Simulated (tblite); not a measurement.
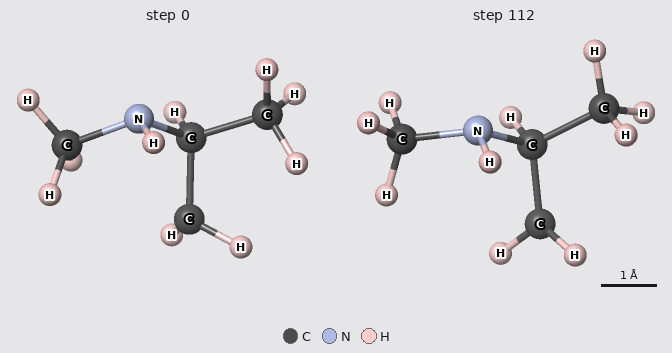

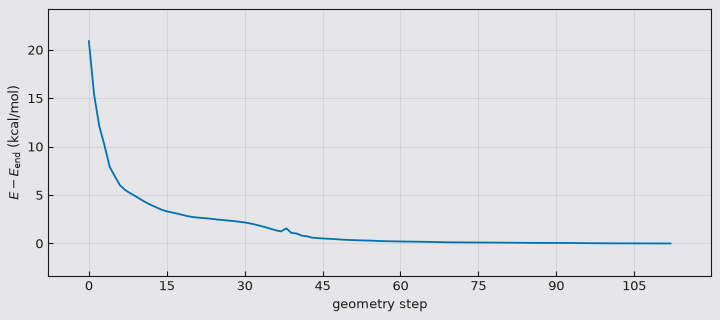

First and last geometry of a relaxation of C₄H₁₀N (multiplicity 2), with the history of the run. A ball-and-stick model, seen from a free direction.

Level of theory: GFN2-xTB geometry optimisation, gas phase in tblite 0.8.0. 

What do the curves and the structures tell?

It converged. An H atom moves most after the best rigid fit: 1.12 Å. Largest moves by element: H 1.12 Å, C 0.33 Å, N 0.23 Å. Some distances before and after: H–N 1.065 → 1.016 Å, C–H 1.130 → 1.087 Å, C–H 1.115 → 1.074 Å, C–N 1.452 → 1.480 Å. Bond angles that change, for instance: C–C–H 109.8° → 120.5°, C–N–C 108.2° → 116.1°, C–C–H 114.3° → 119.5°. Groups turn about C–N by about 45°, C–C by about 35°. Over 112 geometry steps the energy falls by 20.9 kcal/mol. The run took 0.46 s on 1 thread of Arm Neoverse V1, on a shared host.

```tsv
step	E − E(0), kcal/mol
0	0.00
1	-5.50
2	-8.77
3	-10.76
4	-12.98
5	-13.97
6	-14.89
7	-15.39
8	-15.72
9	-16.03
10	-16.36
15	-17.58
21	-18.23
26	-18.49
31	-18.83
37	-19.66
42	-20.16
48	-20.48
53	-20.59
58	-20.68
64	-20.73
69	-20.78
74	-20.80
80	-20.82
85	-20.84
91	-20.85
96	-20.87
101	-20.89
107	-20.90
112	-20.90
```
